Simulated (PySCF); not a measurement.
## Electronic structure of C$_{5}$H$_{7}$NO$_{3}$Si (SMILES C/C=C(/C#N)O[SiH2]OC=O) in real space

```xyz
17

C    -3.0770    0.3317    0.2400
C    -2.1454   -0.8235    0.3122
C    -0.8120   -0.7099    0.3843
C    -0.0065   -1.8752    0.4507
N     0.6431   -2.8183    0.5100
O    -0.1921    0.5013    0.3886
Si    1.3423    0.9769    0.5793
O     2.2073    0.1659   -0.5891
C     3.4757    0.3712   -0.8555
O     4.1699    1.1857   -0.3293
H    -2.5247    1.2672    0.2376
H    -3.7564    0.3157    1.0918
H    -3.6839    0.2657   -0.6626
H    -2.5737   -1.8151    0.3053
H     1.2049    2.3794    0.2476
H     1.8982    0.6088    1.8719
H     3.8232   -0.3155   -1.6466
```

Geometry: GFN2-xTB.

These are results of PySCF 2.14.0, PBE0/pcSseg-1, SCF density, gas phase, non-relativistic, not measurements.

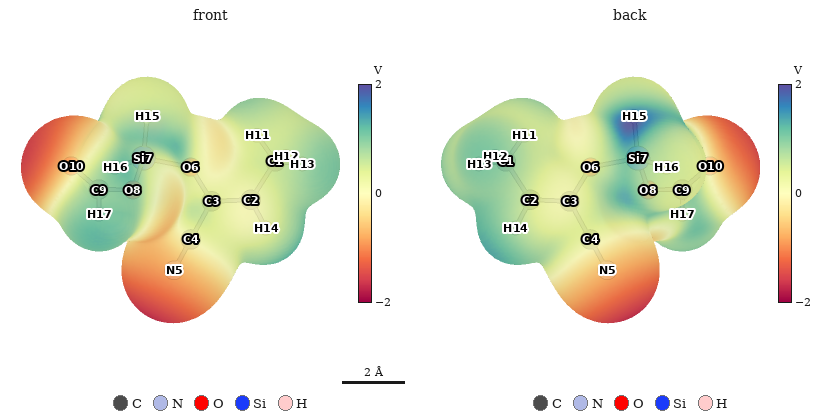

Figure 1. The electrostatic potential painted on the density surface at 0.002 e/bohr³, seen from the front and from behind; the colour scale runs from red (negative) to blue (positive).

Question: Which sites attract a positive test charge, and which a negative one?

Answer: A positive charge is drawn to the negative regions and a negative charge to the positive ones. The most negative region (about −1.6 V) lies over N5, the most positive (about +1.7 V) over Si7. N5 is the likeliest acceptor of a hydrogen bond.

Question: What dipole moment does the calculation give?

Answer: Its dipole moment is 4.01 D.

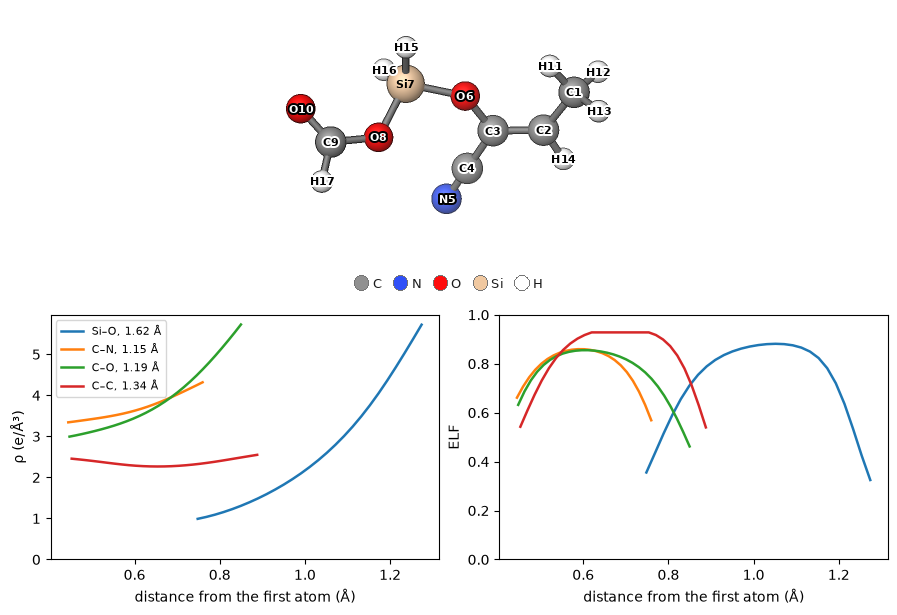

Figure 2. Electron density and ELF along straight lines between neighbouring atoms. The curves leave out the atomic cores. The structure is drawn too.

Question: Compare the contacts.

Answer: Si–O (1.62 Å): ρ at the midpoint is about 1.2 e/Å³; the ELF peaks at about 0.90 between the atoms, as expected for a short, strongly polar bond.
C–N (1.15 Å): ρ is about 3.6 e/Å³ halfway; the ELF peaks at about 0.85 between the atoms (a short, multiple covalent bond).
C–O (1.19 Å): ρ is about 3.4 e/Å³ halfway; the ELF peaks at about 0.85 between the atoms (a short, multiple covalent bond).
C–C (1.34 Å): ρ is about 2.3 e/Å³ halfway; the ELF peaks at about 0.95 between the atoms; a short, multiple covalent bond.
